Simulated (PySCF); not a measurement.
## Electronic structure of C4H5NO in real space

```xyz
11

N    -1.8859    2.1138    0.5698
C    -1.5137    1.1070    0.1788
C    -1.0301   -0.1614   -0.3073
C     0.2654   -0.5407    0.3908
C     1.5531   -0.0464   -0.1009
O     1.1438   -1.3697   -0.3037
H    -0.8592   -0.0898   -1.3855
H    -1.7911   -0.9261   -0.1260
H     0.1671   -0.7558    1.4527
H     2.3752    0.0921    0.5911
H     1.5810    0.5797   -0.9857
```

Geometry: GFN2-xTB.

These are results of CAM-B3LYP/def2-SVPD, SCF density, gas phase in PySCF 2.14.0, not measurements.

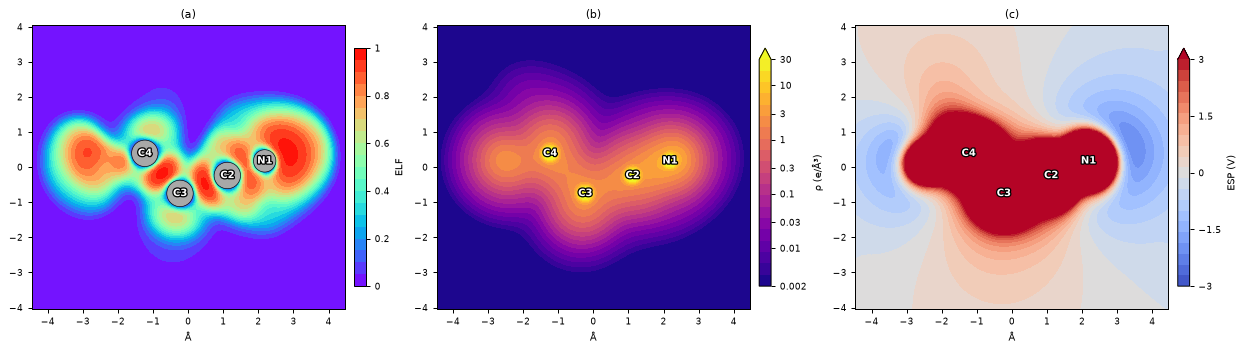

Figure 1. (a) ELF; (b) electron density; (c) electrostatic potential on the plane of atoms C2, C3 and C4. Grey discs cover the atomic cores in the ELF map.

Describe what can be read from this map.

- Atoms in the plane: N and C.
- C–N (1.14 Å): ρ at the midpoint is about 3.6 e/Å³; the ELF peaks at about 0.85 between the atoms (a short, multiple covalent bond).
- C–C (1.44 Å): ρ at the midpoint is about 1.9 e/Å³; the ELF peaks at about 0.95 between the atoms; localised, covalent bonding.
- C–C (1.52 Å): ρ is about 1.7 e/Å³ halfway; the ELF peaks at about 0.95 between the atoms, as expected for a covalent bond.
- The ELF also peaks beside O6 and N1, away from the bonds: lone-pair regions.
- Outside the dense part of the molecule the potential is most negative (−2.1 V) near N1.

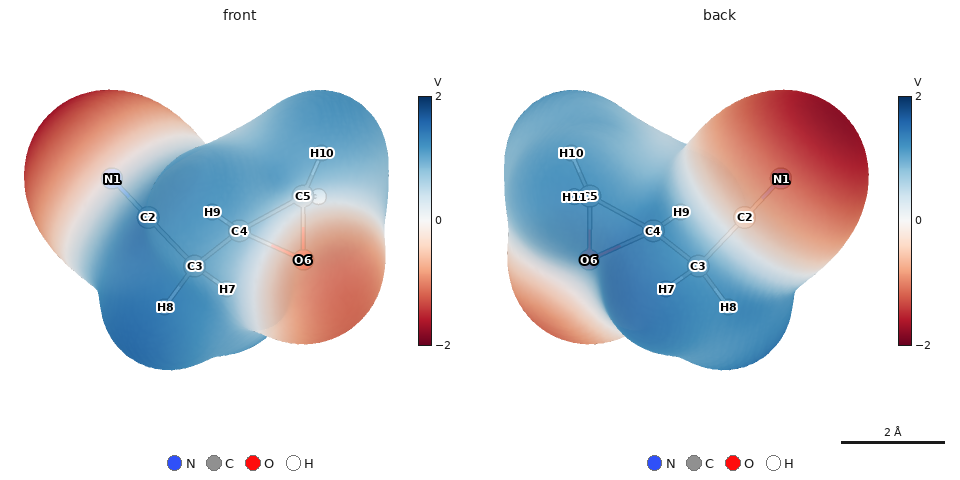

Figure 2. The molecular electrostatic potential painted on the density surface at 0.002 e/bohr³, seen from the front and from behind; red is negative and blue positive.

Which sites attract a positive test charge, and which a negative one?

A positive charge is drawn to the negative regions and a negative charge to the positive ones. The most negative region (about −1.8 V) lies over N1, the most positive (about +1.5 V) over H7 and H8. N1 is the likeliest acceptor of a hydrogen bond.
